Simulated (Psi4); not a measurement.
**AlNH3 (SMILES [NH2][AlH]): U-wB97X-D/def2-TZVPD (density fitting with cc-pvtz-jkfit, sweep point 4)**

What is the vertical ionisation energy of AlNH3 at U-wB97X-D/def2-TZVPD (density fitting with cc-pvtz-jkfit, sweep point 4)? 

The calculation is run with Psi4 1.11.

2 further runs of the same task are left out: 2 set aside as unsound or not needed.

## 1. Starting point

The species is AlNH3 (5 atoms), meant as a doublet with charge 0. SMILES: `[NH2][AlH]`. The coordinates come from a PBE0-D4/def2-TZVP relaxation. This is one conformer, not always the lowest.

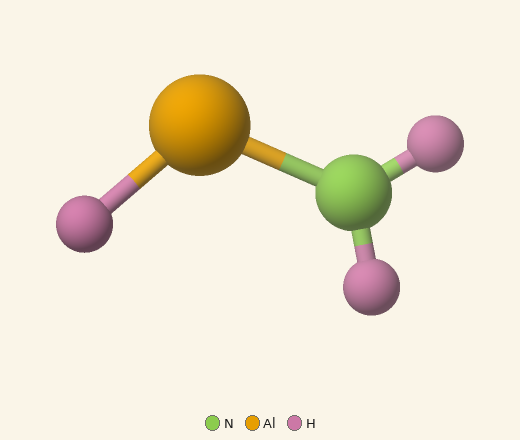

The structure, seen from a chosen angle (nitrogen green, aluminium amber, hydrogen pink).

## 2. A single-point energy at U-wB97X-D/def2-TZVPD (density fitting with cc-pvtz-jkfit, sweep point 4)

job.py

```python
import psi4

psi4.set_memory('1600 MB')
psi4.set_num_threads(1)
psi4.set_output_file('output.dat', False)

m = psi4.geometry("""
0 2
N     -0.22034207    -1.24873102     0.33089104
Al     1.58094488     1.57584262     0.22827892
H      0.28062433    -2.84460474     1.23871547
H     -1.90919030    -1.47927761    -0.52421003
H      0.36244947     3.85768691    -1.35191007
units au
symmetry c1
""")

psi4.set_options({
    'basis': 'def2-TZVPD',
    'reference': 'uks',
    'puream': True,
    'scf_type': 'df',
    'dft_radial_points': 99,
    'dft_spherical_points': 590,
    'df_basis_scf': 'cc-pvtz-jkfit',
    'maxiter': 150,
})

E = psi4.energy('wb97x-d')
print(f'wb97x-d energy: {E:.10f} Eh')
```

On the command line:

```sh
$ python job.py
```

output.dat, cut to the lines that bear on the results:

```text
[...]
  Running in c1 symmetry.
[...]
  Nuclear repulsion =   46.235092004163874
[...]
  Multiplicity = 2
[...]
  Nalpha       = 12
  Nbeta        = 11
[...]
    Number of basis functions: 107
[...]
   @DF-UKS iter   1:  -298.71741555830556   -4.68482e-01   7.46095e-03 ADIIS/DIIS
[...]
   @DF-UKS iter   9:  -298.97406834633296   -6.96609e-08   4.26029e-07 DIIS
[...]
   @S^2 Observed:                7.519367705E-01
[...]
    Orbital Energies [Eh]
    ---------------------
    Alpha Occupied:
       1A    -56.164325     2A    -14.406445     3A     -4.238167
       4A     -2.779950     5A     -2.777377     6A     -2.773306
       7A     -0.926145     8A     -0.565188     9A     -0.525246
      10A     -0.419575    11A     -0.349904    12A     -0.265220
    Alpha Virtual:
      13A      0.024573    14A      0.053202    15A      0.071576
      16A      0.101816    17A      0.112987    18A      0.114692
      19A      0.115952    20A      0.139301    21A      0.147489
      22A      0.176332    23A      0.183082    24A      0.223469
      25A      0.227781    26A      0.233309    27A      0.268824
[...]
  @DF-UKS Final Energy:  -298.97406834633296
   => Energetics <=
    Nuclear Repulsion Energy =             46.2350920041638744
    One-Electron Energy =                -505.3620468858199501
    Two-Electron Energy =                 179.1442070447445190
    DFT Exchange-Correlation Energy =     -18.9907087400255676
    Empirical Dispersion Energy =          -0.0006117693958410
    VV10 Nonlocal Energy =                  0.0000000000000000
    Total Energy =                       -298.9740683463329560
[...]
 Multipole Moments:
 ------------------------------------------------------------------------------------
     Multipole            Electronic (a.u.)      Nuclear  (a.u.)        Total (a.u.)
 ------------------------------------------------------------------------------------
 L = 1.  Multiply by 2.5417464519 to convert [e a0] to [Debye]
 Dipole X            :          2.1542954           -2.2703034           -0.1160080
 Dipole Y            :          1.1609683           -1.5586141           -0.3976458
 Dipole Z            :          0.7498052           -0.6584655            0.0913397
 Magnitude           :                                                    0.4241733
[...]
```

The script printed:

```text
wb97x-d energy: -298.9740683463 Eh
```

Run time: 13 s. Hardware: 1 thread of Intel Xeon Platinum 8559C (Emerald Rapids), shared host; peak memory 1.1 GiB.

## 3. The singlet cation, same level

run.py

```python
import psi4

psi4.set_memory(1600000000)
psi4.set_num_threads(1)
psi4.set_output_file('alh3n.out', False)

geom = psi4.geometry("""
1 1
N     -0.22034207    -1.24873102     0.33089104
Al     1.58094488     1.57584262     0.22827892
H      0.28062433    -2.84460474     1.23871547
H     -1.90919030    -1.47927761    -0.52421003
H      0.36244947     3.85768691    -1.35191007
units bohr
symmetry c1
""")

psi4.set_options({
    'basis': 'def2-TZVPD',
    'puream': True,
    'scf_type': 'df',
    'dft_radial_points': 99,
    'dft_spherical_points': 590,
    'df_basis_scf': 'cc-pvtz-jkfit',
})

energy_value, wavefunction = psi4.energy("wb97x-d", return_wfn=True)
print(f'total energy {energy_value:.8f} hartree = {energy_value * 27.211386:.5f} eV')
```

On the command line:

```sh
$ python run.py
```

alh3n.out, cut to the lines that bear on the results:

```text
[...]
  Running in c1 symmetry.
[...]
  Nuclear repulsion =   46.235092004163874
[...]
  Multiplicity = 1
[...]
  Nalpha       = 11
  Nbeta        = 11
[...]
    Number of basis functions: 107
[...]
   @DF-RKS iter   1:  -298.44667037526051   -1.97737e-01   7.14345e-03 DIIS/ADIIS
[...]
   @DF-RKS iter   8:  -298.68946443610093   -1.37813e-07   6.67016e-07 DIIS
[...]
    Orbital Energies [Eh]
    ---------------------
    Doubly Occupied:
       1A    -56.480487     2A    -14.627572     3A     -4.549346
       4A     -3.089971     5A     -3.089720     6A     -3.081551
       7A     -1.138184     8A     -0.772936     9A     -0.750732
      10A     -0.652721    11A     -0.563379
[...]
  @DF-RKS Final Energy:  -298.68946443610093
   => Energetics <=
    Nuclear Repulsion Energy =             46.2350920041638744
    One-Electron Energy =                -499.3301209746653626
    Two-Electron Energy =                 173.2700140114186524
    DFT Exchange-Correlation Energy =     -18.8638377076222419
    Empirical Dispersion Energy =          -0.0006117693958410
    VV10 Nonlocal Energy =                  0.0000000000000000
    Total Energy =                       -298.6894644361009341
[...]
 Multipole Moments:
 ------------------------------------------------------------------------------------
     Multipole            Electronic (a.u.)      Nuclear  (a.u.)        Total (a.u.)
 ------------------------------------------------------------------------------------
 L = 1.  Multiply by 2.5417464519 to convert [e a0] to [Debye]
 Dipole X            :          3.3153117           -2.2703034            1.0450083
 Dipole Y            :          2.0907618           -1.5586141            0.5321477
 Dipole Z            :          1.0341259           -0.6584655            0.3756604
 Magnitude           :                                                    1.2313993
[...]
```

The script printed:

```text
total energy -298.68946444 hartree = -8127.75431 eV
```

Run time: 8.1 s. Hardware: 1 thread of Intel Xeon Platinum 8559C (Emerald Rapids), shared host; peak memory 1.1 GiB.

## 4. Summary of results

Level: U-wB97X-D/def2-TZVPD (density fitting with cc-pvtz-jkfit, sweep point 4).

```
                                          quantity          value
                       doublet AlNH3: total energy  -298.97407 Eh
                      doublet AlNH3: dipole moment         1.08 D
 doublet AlNH3: HOMO energy (highest over α and β)       -7.22 eV
  doublet AlNH3: LUMO energy (lowest over α and β)       -0.90 eV
                  doublet AlNH3: dispersion energy   -1.61 kJ/mol
                               doublet AlNH3: ⟨S²⟩          0.752
                      singlet cation: total energy  -298.68946 Eh
                       singlet cation: HOMO energy      -15.33 eV
                       singlet cation: LUMO energy       -8.02 eV
                     singlet cation: HOMO–LUMO gap        7.31 eV
                 singlet cation: dispersion energy   -1.61 kJ/mol
vertical ionisation energy (to the singlet cation)       7.744 eV
```

Removing an electron at fixed nuclei costs 7.74 eV (179 kcal/mol). Only the singlet of the ionised species was computed; a triplet could lie lower.
